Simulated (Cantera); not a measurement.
Feed: 1 mol H2S, 0.68 mol O2, held at 4.20 bar.

Equilibrium computed with Cantera from the NASA thermochemical tables; the gas is ideal and each condensed phase is pure. Candidate condensed phases: H2O, H2SO4, S; 19 gas species. The numbers say what is thermodynamically allowed, not how fast it happens.

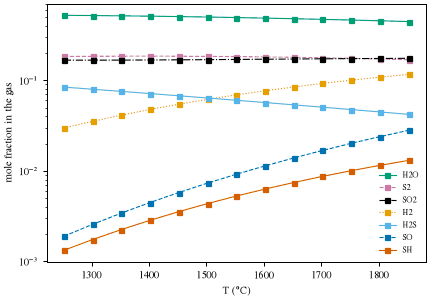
Figure. Equilibrium gas composition (values under 1e-9 drawn at 1e-9)

From 1252 °C to 1852 °C nothing is condensed.
